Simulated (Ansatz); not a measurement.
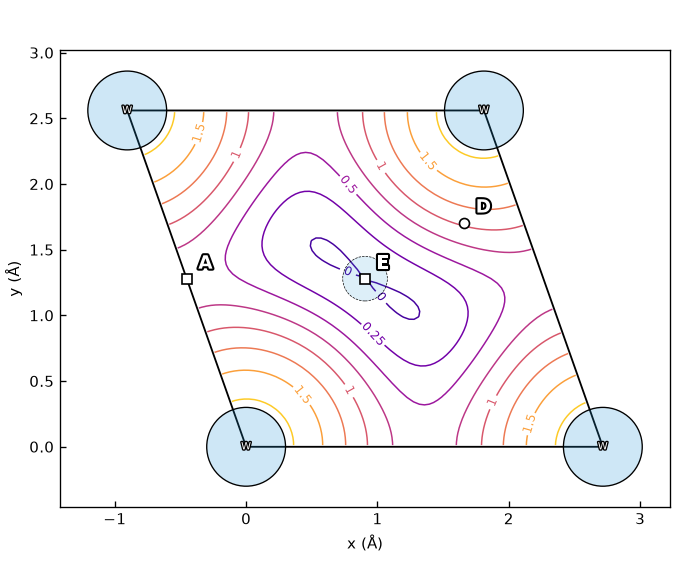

Pt on a W(110) slab cut from the Im-3m phase, its upper half relaxed before the scan (12 atoms of substrate and one adsorbate in a 2 × 2 cell). Pt is moved over the surface cell; relaxed at each place: the height of the adsorbate's atoms; substrate rigid; the origin of the map has the adsorbate above W9. Places are given modulo a cell vector. The map is drawn in real space over the plane of the surface. The scan uses a 6 × 6 grid; 13 points were computed and 23 follow by symmetry. Places are given in fractions of the 1 × 1 surface cell. All energies are given in eV relative to the lowest grid point. Theory: DFT LDA, scalar-relativistic, plane waves, PAW in Ansatz 0.2.0. Settings: cutoff 420 eV, k-mesh 5×5×1, gaussian smearing 0.1 eV, no spin polarisation.

Drawn: contour lines labelled in eV, labelled circles for the atoms of the top layer and small ones for the second layer, the outline of one cell of the plane, lettered points. Between grid points the surface is interpolated.

Rank the lettered points by energy, lowest first.

E (0.00 eV), A (0.61 eV), D (1.05 eV).

PAW datasets: the set soft_1.
